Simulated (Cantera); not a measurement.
Charge: 1 mol FeS2, 0.31 mol O2, 8.2 mol N2, held at 13.3 mbar.

Method: chemical equilibrium by Gibbs-energy minimisation in Cantera with the NASA 1993 tables (ideal gas, pure condensed phases). Candidate condensed phases: Fe, FeO, FeS, FeSO4, FeS2, Fe2O3, Fe2(SO4)3, Fe3O4, S; 19 gas species. Metal and sulfide melt together well below either melting point, which pure phases cannot show. Mutual solubility and eutectic melting of coexisting phases are not modelled. The tables' stoichiometric FeO is somewhat more stable than real wüstite, so its field is too wide. FeO, FeS: taken at fixed stoichiometry. Gases not in the tables: S3 to S7. Equilibrium is a limit: real reactors are often held back by kinetics, nucleation or transport.

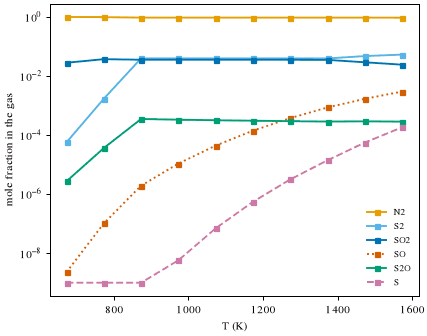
*Equilibrium gas composition (values under 1e-9 drawn at 1e-9)*

At 673 K the condensed part is FeS2(s) + Fe3O4(s). At 773 K the condensed part is FeS(s) + FeS2(s). From 873 K to 1373 K the condensed part is FeS(s). From 1473 K to 1573 K the condensed part is FeO(s) + FeS(l).
